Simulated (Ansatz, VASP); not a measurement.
## Cross-check of Si2Sb between VASP and Ansatz

One calculation is typed for both programs; each brings its own data sets. How far apart do they land? The cell is invented: As first built, before any earlier steps moved the atoms (in the runner's words): it takes the YSi2 structure with some of its atoms replaced by other elements, volume scaled by an estimate. It may not be a known or stable phase. The cell is taken from a series of VASP runs on this material, whose earlier steps may have relaxed, scaled or displaced it; both programs get it as it stands. Valence electrons are named where the data sets of a main pair hold unlike numbers.

Method: plane waves, with VASP 6.6.1 beside it; band structure at PBE, band structure at LDA and band structure at PBE, spin-orbit coupling, in Ansatz 0.2.0.

### Step 1. The starting structure

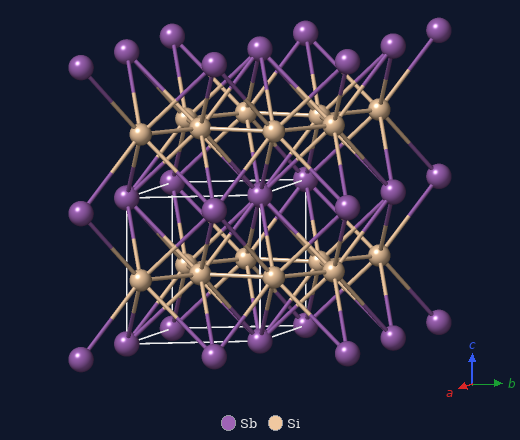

The cell as given, slightly off an axis (antimony purple, silicon light orange). 2×2×2 cells are drawn. Some periodic images of atoms are drawn too.

As a file:

```xyz
3
Lattice="4.0566 0.0000 0.0000 -2.0283 3.5131 0.0000 0.0000 0.0000 4.4065" Properties=species:S:1:pos:R:3 pbc="T T T"
Sb    0.0000    0.0000    0.0000
Si    0.0000    2.3421    2.2033
Si    2.0283    1.1710    2.2033
```

### Step 2. VASP: band structure, PBE

With cell and atoms fixed, the geometry can't cause a difference; cores, projectors, grids and the points listed under the comparison can.

Lines of VASP's logs that name or quote its potential files are left out, and so is its time.

File INCAR:

```
SYSTEM = Si2Sb
PREC = Accurate
ENCUT = 400
EDIFF = 1E-06
NELM = 100
ISMEAR = 0
SIGMA = 0.02
LREAL = .FALSE.
ALGO = Normal
GGA = PE
LORBIT = 11
LWAVE = .FALSE.
LCHARG = .FALSE.
KPAR = 4
```

File POSCAR:

```
Si2Sb
1.0
    4.0565899002      0.0000000000      0.0000000000
   -2.0282949501      3.5131099905      0.0000000000
    0.0000000000      0.0000000000      4.4065027854
Sb Si
1 2
Direct
    0.0000000000      0.0000000000      0.0000000000
    0.3333333300      0.6666666700      0.5000000000
    0.6666666700      0.3333333300      0.5000000000
```

File KPOINTS:

```
Automatic mesh
0
Gamma
4 4 3
0 0 0
```

File KPOINTS_OPT:

```
Line mode
16
Line-mode
Reciprocal
  0.00000000   0.00000000   0.00000000 GAMMA
  0.50000000   0.00000000   0.00000000 M

  0.50000000   0.00000000   0.00000000 M
  0.33333333   0.33333333   0.00000000 K

  0.33333333   0.33333333   0.00000000 K
  0.00000000   0.00000000   0.00000000 GAMMA

  0.00000000   0.00000000   0.00000000 GAMMA
  0.00000000   0.00000000   0.50000000 A

  0.00000000   0.00000000   0.50000000 A
  0.50000000   0.00000000   0.50000000 L

  0.50000000   0.00000000   0.50000000 L
  0.33333333   0.33333333   0.50000000 H

  0.33333333   0.33333333   0.50000000 H
  0.00000000   0.00000000   0.50000000 A

  0.50000000   0.00000000   0.50000000 L
  0.50000000   0.00000000   0.00000000 M

  0.33333333   0.33333333   0.00000000 K
  0.33333333   0.33333333   0.50000000 H
```

Potentials, in the order of the species: Sb and Si (PBE family, release 64).

Command:

```bash
$ mpirun -np 4 vasp_std
```

Numbers of over 12 decimals in the logs are rounded to 6 here.

The log of the run:

```text
[banner, memory and clock lines left out]
running    4 mpi-ranks, on    1 nodes
 distrk:  each k-point on    1 cores,    4 groups
 distr:  one band on    1 cores,    1 groups

 POSCAR found type information on POSCAR SbSi
 POSCAR found :  2 types and       3 ions
 LDA part: xc-table for (Slater+PW92), standard interpolation
 POSCAR, INCAR and KPOINTS ok, starting setup
 FFT: planning ... GRIDC
 FFT: planning ... GRID_SOFT
 FFT: planning ... GRID
 WAVECAR not read
 entering main loop
       N       E                     dE             d eps       ncg     rms          rms(c)
DAV:   1     0.287538330668E+02    0.28754E+02   -0.38472E+03   160   0.773E+02
DAV:   2    -0.117243029325E+02   -0.40478E+02   -0.38623E+02   208   0.127E+02
DAV:   3    -0.136163073371E+02   -0.18920E+01   -0.18166E+01   190   0.276E+01
DAV:   4    -0.136459850467E+02   -0.29678E-01   -0.29083E-01   214   0.395E+00
DAV:   5    -0.136463755716E+02   -0.39052E-03   -0.39043E-03   194   0.339E-01    0.477E+00
DAV:   6    -0.133851704510E+02    0.26121E+00   -0.13736E+00   182   0.480E+00    0.271E+00
DAV:   7    -0.133643465623E+02    0.20824E-01   -0.68348E-02   178   0.178E+00    0.132E+00
DAV:   8    -0.133553264756E+02    0.90201E-02   -0.94494E-03   172   0.666E-01    0.122E-01
DAV:   9    -0.133552489035E+02    0.77572E-04   -0.42902E-04   186   0.164E-01    0.804E-02
DAV:  10    -0.133552392650E+02    0.96385E-05   -0.94011E-05   184   0.600E-02    0.831E-03
DAV:  11    -0.133552370157E+02    0.22492E-05   -0.87386E-06   176   0.201E-02    0.556E-03
DAV:  12    -0.133552368491E+02    0.16661E-06   -0.18503E-06   112   0.825E-03
   1 F= -.13355237E+02 E0= -.13353320E+02  d E =-.383327E-02
 Start KPOINTS_OPT (optional k-point list driver)
k-point batch [1-8\144]
       N       E                     dE             ncg
DAV:   1     0.611424265939E+03    0.11400E+03      160
DAV:   2     0.284937231649E+03   -0.32649E+03      240
DAV:   3     0.274224639898E+03   -0.10713E+02      200
DAV:   4     0.274126937326E+03   -0.97703E-01      214
DAV:   5     0.274125519423E+03   -0.14179E-02      224
DAV:   6     0.274125475056E+03   -0.44368E-04      232
DAV:   7     0.274125474062E+03   -0.99341E-06      200
[...]
k-point batch [137-144\144]
       N       E                     dE             ncg
DAV:   1     0.406125263281E+03   -0.25484E+04      160
DAV:   2     0.164097915301E+03   -0.24203E+03      224
DAV:   3     0.156091521440E+03   -0.80064E+01      190
DAV:   4     0.155859230072E+03   -0.23229E+00      270
DAV:   5     0.155857145390E+03   -0.20847E-02      212
DAV:   6     0.155857094732E+03   -0.50658E-04      252
DAV:   7     0.155857092084E+03   -0.26480E-05      224
DAV:   8     0.155857092029E+03   -0.55099E-07      182
```

OUTCAR, selected parts (step 2):

```text
ion  position               nearest neighbor table
   1  0.000  0.000  0.000-   2 3.22   3 3.22   2 3.22   3 3.22   3 3.22   3 3.22   2 3.22   2 3.22
                             3 3.22   3 3.22   2 3.22   2 3.22
   2  0.333  0.667  0.500-   3 2.34   3 2.34   3 2.34   1 3.22   1 3.22   1 3.22   1 3.22   1 3.22
                             1 3.22
   3  0.667  0.333  0.500-   2 2.34   2 2.34   2 2.34   1 3.22   1 3.22   1 3.22   1 3.22   1 3.22
                             1 3.22

  LATTYP: Found a hexagonal cell.
 ALAT       =     4.0565899002
 C/A-ratio  =     1.0862578900

 Subroutine GETGRP returns: Found 24 space group operations
 (whereof 24 operations were pure point group operations)

The static configuration has the point symmetry D_6h.

 Found      8 irreducible k-points:

   k-points           NKPTS =      8   k-points in BZ     NKDIM =      8   number of bands    NBANDS=     10

   dimension x,y,z NGX =    28 NGY =   28 NGZ =   30
   dimension x,y,z NGXF=    56 NGYF=   56 NGZF=   60

   ENCUT  =  400.0 eV  29.40 Ry    5.42 a.u.   6.62  6.62  7.19*2*pi/ulx,y,z

   NELECT =      13.0000    total number of electrons

 k-points in reciprocal lattice and weights: Automatic mesh
   0.00000000  0.00000000  0.00000000       0.021
   0.25000000  0.00000000  0.00000000       0.125
   0.50000000  0.00000000  0.00000000       0.062
   0.25000000  0.25000000  0.00000000       0.125
   0.00000000  0.00000000  0.33333333       0.042
   0.25000000  0.00000000  0.33333333       0.250
   0.50000000  0.00000000  0.33333333       0.125
   0.25000000  0.25000000  0.33333333       0.250

 average (electrostatic) potential at core
       1 -85.1686       2 -82.1792       3 -82.1792

 E-fermi :   8.1619

 k-point     1 :       0.0000    0.0000    0.0000
  band No.  band energies     occupation
    ...
      4       5.4136      2.00000
      5       5.4136      2.00000
      6       6.9931      2.00000
      7       6.9931      2.00000
      8       7.2683      2.00000
      9      10.8015      0.00000
     10      12.8076      0.00000

 k-point     2 :       0.2500    0.0000    0.0000
  band No.  band energies     occupation
    ...
      2       0.5195      2.00000
      3       2.4994      2.00000
      4       3.9589      2.00000
      5       4.1067      2.00000
      6       6.4366      2.00000
      7       8.9808      0.00000
      8       9.7066      0.00000
      9       9.7208      0.00000
     10      11.5695      0.00000

 k-point     3 :       0.5000    0.0000    0.0000
  band No.  band energies     occupation
    ...
      4       3.4641      2.00000
      5       5.9582      2.00000
      6       6.4118      2.00000
      7       6.7902      2.00000
      8       7.9154      2.00000
      9       9.8512      0.00000
     10      10.9085      0.00000

  Total        0.9228966      0.9228966     -1.0980028      0.0000000      0.0000000      0.0000000
  in kB       23.5459772     23.5459783    -28.0134845      0.0000000      0.0000000      0.0000000
  external PRESSURE =       6.3594904 kB  Pullay stress =       0.0000000 kB

  energy-cutoff  :      400.00
  volume of cell :       62.80
      direct lattice vectors                 reciprocal lattice vectors
     4.056589900  0.000000000  0.000000000     0.246512471  0.142324038  0.000000000
    -2.028294950  3.513109990  0.000000000     0.000000000  0.284648076  0.000000000
     0.000000000  0.000000000  4.406502785     0.000000000  0.000000000  0.226937335

 POSITION                                       TOTAL-FORCE (eV/Angst)
 -----------------------------------------------------------------------------------
      0.00000      0.00000      0.00000         0.000000      0.000000      0.000000
     -0.00000      2.34207      2.20325         0.000000      0.000000      0.000000
      2.02829      1.17104      2.20325        -0.000000     -0.000000      0.000000
 -----------------------------------------------------------------------------------
    total drift:                               -0.000000     -0.000000      0.000000

  FREE ENERGIE OF THE ION-ELECTRON SYSTEM (eV)
  ---------------------------------------------------
  free  energy   TOTEN  =       -13.3552368491 eV

  energy  without entropy=      -13.3514035775  energy(sigma->0) =      -13.35332021

 total charge
# of ion       s       p       d       tot
------------------------------------------
    1        1.231   1.058   0.034   2.323
    2        0.838   0.766   0.000   1.604
    3        0.838   0.766   0.000   1.604
--------------------------------------------------
tot          2.908   2.590   0.034   5.532

[... 3 further parts left out ...]
```

The run ends at a pressure of 0.64 GPa.

### Step 3. Ansatz: band structure, PBE

Ansatz runs on its default PAW (the set named soft_2) files.

The same cell, functional, mesh and smearing now go to Ansatz, which takes its cutoff from its data sets.

File input.yaml:

```yaml
crystal:
  lattice:
    - [4.0565899002, 0.0, 0.0]
    - [-2.0282949501, 3.5131099905, 0.0]
    - [0.0, 0.0, 4.4065027854]
  atoms:
    - { symbol: Sb, position: [0.0, 0.0, 0.0] }
    - { symbol: Si, position: [0.33333333, 0.66666667, 0.5] }
    - { symbol: Si, position: [0.66666667, 0.33333333, 0.5] }
hamiltonian:
  xc: pbe
  pseudopotentials: { kind: paw }
kpoints:
  mp_grid: { grid: [4, 4, 3] }
  band_path:
    path:
      - [0.0, 0.0, 0.0]
      - [0.13333, 0.0, 0.0]
      - [0.3, 0.0, 0.0]
      - [0.46667, 0.0, 0.0]
      - [0.46667, 0.06667, 0.0]
      - [0.41111, 0.17778, 0.0]
      - [0.35556, 0.28889, 0.0]
      - [0.28889, 0.28889, 0.0]
      - [0.17778, 0.17778, 0.0]
      - [0.06667, 0.06667, 0.0]
      - [0.0, 0.0, 0.03333]
      - [0.0, 0.0, 0.2]
      - [0.0, 0.0, 0.36667]
      - [0.0, 0.0, 0.5]
      - [0.16667, 0.0, 0.5]
      - [0.3, 0.0, 0.5]
      - [0.46667, 0.0, 0.5]
      - [0.46667, 0.06667, 0.5]
      - [0.41111, 0.17778, 0.5]
      - [0.35556, 0.28889, 0.5]
      - [0.28889, 0.28889, 0.5]
      - [0.17778, 0.17778, 0.5]
      - [0.06667, 0.06667, 0.5]
      - [0.5, 0.0, 0.46667]
      - [0.5, 0.0, 0.3]
      - [0.5, 0.0, 0.13333]
      - [0.33333, 0.33333, 0.0]
      - [0.33333, 0.33333, 0.16667]
      - [0.33333, 0.33333, 0.33333]
      - [0.33333, 0.33333, 0.5]
    npoints: 1
scf:
  occupations: { method: gaussian, width: 0.02 }
  n_extra_bands: 7
output:
  forces: true
  stress: true
  eigenvalues: true
  write_density: true
  write_potential: true
  elf: true
  volumetric_format: npy
```

Command:

```bash
$ ansatz run input.yaml --threads 2 --pin off --max-ram 4608MiB --backend cpu --events-out ev --progress --plain --runs-dir out
```

The log of the run:

```text
scf.n_extra_bands = 7 over 12 filled bands (N_el = 23.0): the run solves 19 bands
Engine: ansatz 0.2.0, aarch64-unknown-linux-gnu
Pseudopotentials: kind: paw
Pseudopotential: Sb, paw, valence charge 15, recommended cutoff 420 eV (normal), Sb.paw.azcp
Pseudopotential: Si, paw, valence charge 4, recommended cutoff 420 eV (normal), Si.paw.azcp
Functional definition: PBE
  parameter kappa = 0.804
  parameter beta = 0.066725
  exchange = pbe_x(kappa = kappa, mu = beta*pi^2/3)
  correlation = pbe_c(beta = beta)
Crystal: 3 atoms, lattice volume = 62.798 Å³
Basis set: ecut = 420 eV, 1215 PW (Γ), exchange–correlation on 60×60×60 points (8 copies of the dense FFT grid, shifted against one another)
Bands: 19, of which v1, the nominal top of the filled ones, is band 12 counted from 1 (11 counted from 0)
Symmetry: 24 space group operations
Space group: P6/mmm (ITA 191), of the structure as read, at distance tolerance 4.0e-5 Å
k-points: 8 of 48
Non-local potential: Sb, projectors of the file, l = 0: 2, l = 1: 2, l = 2: 2, l = 3: 2
Non-local potential: Si, projectors of the file, l = 0: 2, l = 1: 2, l = 2: 2
PAW form: soft (Blöchl's): semilocal exchange-correlation on the pseudo side does not see the compensation charge
PAW one-centre angular grid: Sb, 590 points (default); XC on 64 Gauss nodes
PAW one-centre angular grid: Si, 110 points (default); XC on 64 Gauss nodes
Initial density: superposition of atomic densities (neutral atoms: chi_scale 0, normalization atom), corrected by the library's trained network
Initial wavefunctions: pseudopotential atomic-orbital guess
Functional: x = pbe(κ = 0.804, μ = 0.219515), c = pbe(β = 0.066725)
SCF iter   1: F=—  HF=-7754.484023 eV  |F-HF|=—  |Δ(HF+E_count)|=         —  Δρ=6.62e-3  dr2=4.31e-2  ethr=1.77e-3  ⟨swp⟩=6.4  Hψ=901  notcnv=0
preconditioner: auto → Resta (q_TF=auto, 2.308 Å⁻¹)  ε∞=3.9  [insulator: Δε(μ)=0.181 eV  Ē_g=9.906 eV  σ=0.020 eV  W_gap=0.66  n_scr=20 (ndim 8)  ℏωp=16.9 eV  f_vac=0.000  D(μ)=19.28/eV (n_scr^D=442)  ε∞_Penn≈3.9]
SCF iter   2: F=—  HF=-7754.475518 eV  |F-HF|=—  |Δ(HF+E_count)|=   8.51e-3  Δρ=3.62e-3  dr2=9.44e-3  ethr=1.87e-4  ⟨swp⟩=2.0  Hψ=250  notcnv=0  defer=16
SCF iter   3: F=—  HF=-7754.473829 eV  |F-HF|=—  |Δ(HF+E_count)|=   1.69e-3  Δρ=9.74e-4  dr2=6.92e-4  ethr=4.10e-5  ⟨swp⟩=2.0  Hψ=170  notcnv=0  defer=18
SCF iter   4: F=—  HF=-7754.473760 eV  |F-HF|=—  |Δ(HF+E_count)|=   6.92e-5  Δρ=1.55e-4  dr2=1.54e-5  ethr=3.01e-6  ⟨swp⟩=2.9  Hψ=234  notcnv=0  defer=18
SCF iter   5: F=—  HF=-7754.473775 eV  |F-HF|=—  |Δ(HF+E_count)|=   1.47e-5  Δρ=4.00e-5  dr2=1.09e-6  ethr=6.68e-8  ⟨swp⟩=2.0  Hψ=162  notcnv=0  defer=18
SCF iter   6: F=-7754.473775 eV  HF=-7754.473775 eV  |F-HF|=4.70e-9  |Δ(HF+E_count)|=   4.18e-7  Δρ=4.91e-6  dr2=1.27e-8  ethr=4.35e-10  ⟨swp⟩=13.2  Hψ=1218  notcnv=0
SCF 1 converged in 6 iterations: F = -7754.473775 eV  dr2 = 1.27e-8
  greatest PAW one-centre occupation: 0.996 electrons in one spin orbital (limit 2), on the Sb atom at site 0 (counted from 0), in its partial waves of l = 2
NSCF: frozen V_eff on 30 k-points
SCF converged after 6 iterations
Free energy (F): -7754.473775 eV
Harris-Foulkes:  -7754.473775 eV  (|F-HF|=4.70e-9)
Internal energy: -7754.469957 eV  (E = F + TS)
E sigma→0 (E₀):  -7754.471866 eV
Entropy (-TS):   -0.003819 eV (-1.273 meV/atom)
Fermi energy:    9.770434 eV
--- Per-component energies (eV) ---
  E_band       = -143.276487
  E_kinetic    = 286.102075
  E_local      = -1734.835034  (includes V_loc(G=0)·N_el)
  E_nonlocal   = 413.585672
  E_hartree    = 789.550800
  E_xc         = -249.023677
  E_vxc        = -189.897066  (∫ρ·V_xc dr)
  E_paw        = -5599.275861  (= ΣΔE_a)
  E_vpaw       = -497.332574  (= ΣTr[D̂ρ^β])
  E_aug_tail   = 0.000012  (compensation charges beyond the density's cutoff)
  E_ewald      = -1660.573945
  E_smearing   = -0.003819  (= −TS)
  E_closure    = -0.000000  (closes the sum)
  Σ components = -7754.473775   (vs F -7754.473775, Δ=0.00e0)
--- Forces (eV/Å), atoms counted from 1 ---
  atom   1  Sb    -0.00000000    -0.00000000     0.00000000
  atom   2  Si     0.00000000    -0.00000000     0.00000000
  atom   3  Si     0.00000000     0.00000000    -0.00000000
  max |Σ_I F_I| component: 3.94e-31 eV/Å
--- Stress (GPa, compression-positive) ---
        2.505308       0.000000       0.000000
        0.000000       2.505308      -0.000000
        0.000000      -0.000000      -2.651612
  P = ⅓ Tr σ = 0.7863 GPa (7.863 kbar)
--- Band table (eV; the first three rows and the last of 8) ---
  k-point 0: bands = [... 8 lower, 7.0248, 7.0248, 8.6025, 8.6025, 8.8781, 12.4151, 14.4050, 14.6602, ... 3 higher]
  k-point 1: bands = [... 8 lower, 7.1519, 8.2043, 9.2339, 9.4770, 9.4770, 12.0037, 12.0311, 12.0311, ... 3 higher]
  k-point 2: bands = [... 8 lower, 5.5701, 5.7173, 8.0459, 10.5899, 11.3151, 11.3316, 13.1810, 13.4348, ... 3 higher]
  k-point 7: bands = [... 8 lower, 3.9112, 5.7512, 6.8892, 10.0667, 11.7800, 12.6902, 13.4508, 14.8433, ... 3 higher]
```

Wall time 2.1 s (2 threads of Arm Neoverse V2, shared host); peak memory 0.29 GiB; 1.8 s of CPU time.

Reading the cycles: dr2 is the Hartree energy of the density residual (eV), the measure of convergence; HF is the Harris–Foulkes estimate of the energy, which meets the free energy F at convergence.

### Step 4. Comparison

Known differences besides the potentials themselves: the data sets hold 23 valence electrons in Ansatz (on its default PAW (the set named soft_2) files) and 13 in VASP; the cutoff is 420 eV in Ansatz and 400 eV in VASP; VASP leaves aspherical gradient terms in its spheres out (LASPH is not set), Ansatz keeps them. Total energies have different zeros and are not compared.

Compared:

```tsv
quantity	Ansatz	VASP	difference
pressure (GPa)	0.79	0.64	+0.15
```

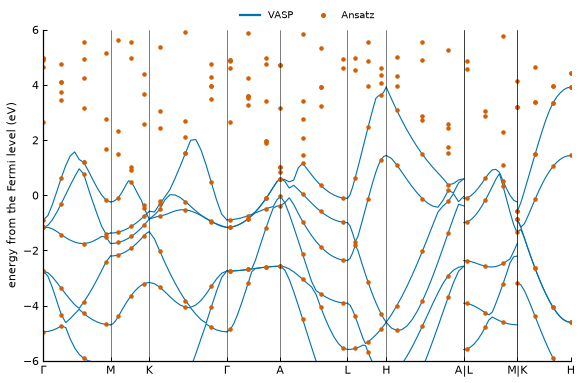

Bands from VASP (lines) and levels from Ansatz (dots). Dots without a line are higher empty bands that the VASP plot leaves out.

Levels from 3 eV below to 2 eV above the Fermi level differ by 1 meV r.m.s. and 3 meV at most; each VASP level is matched to the nearest of Ansatz, which flatters the figure a little. Ansatz's pressure holds a Pulay correction of 0.03 GPa; VASP's holds none.

### Step 5. Ansatz: band structure, LDA

With cell and atoms fixed, the geometry can't cause a difference; cores, projectors, grids and the points listed under the comparison can.

The cell is taken from a series of VASP runs on this material, whose earlier steps may have relaxed, scaled or displaced it; both programs get it as it stands.

Changes to input.yaml since step 3:

```diff
@@ -10,3 +10,3 @@
 hamiltonian:
-  xc: pbe
+  xc: lda
   pseudopotentials: { kind: paw }
@@ -54,5 +54 @@
   eigenvalues: true
-  write_density: true
-  write_potential: true
-  elf: true
-  volumetric_format: npy
```

The log of the run:

```text
[...]
Crystal: 3 atoms, lattice volume = 62.798 Å³
Basis set: ecut = 420 eV, 1215 PW (Γ)
Bands: 19, of which v1, the nominal top of the filled ones, is band 12 counted from 1 (11 counted from 0)
Symmetry: 24 space group operations
[...]
k-points: 8 of 48
[...]
k-point 0: bands = [... 8 lower, 6.8167, 6.8167, 8.3471, 8.3471, 8.5637, 12.1871, 14.0368, 14.3500, ... 3 higher]
  k-point 1: bands = [... 8 lower, 6.9418, 7.8957, 8.9076, 9.2146, 9.2146, 11.6577, 11.7719, 11.7719, ... 3 higher]
  k-point 2: bands = [... 8 lower, 5.3387, 5.5040, 7.7910, 10.3132, 11.0357, 11.0761, 12.8752, 13.1525, ... 3 higher]
  k-point 7: bands = [... 8 lower, 3.6910, 5.5062, 6.6521, 9.7874, 11.5079, 12.4151, 13.1476, 14.5364, ... 3 higher]
[key lines of the parts left out:]
SCF converged after 6 iterations
Free energy (F): -7551.598816 eV
Fermi energy:    9.483101 eV
P = ⅓ Tr σ = -2.3641 GPa (-23.641 kbar)
```

It took 2.9 s on 2 threads; peak memory 0.27 GiB.

(Part 1 of 2 ends here.)

[Lines on the potential files, build, host, timing and source positions are cut from VASP's logs without a mark.]

[Logs are printed without paths, hosts, clocks, repeated set-up lines and the standing remarks that a program may print on its own settings, such as how far it seeks lower states.]

[Hosts, paths, dates, database ids (printed as entryN), source tags and the programs' standing remarks are cut or masked in the printed files.]
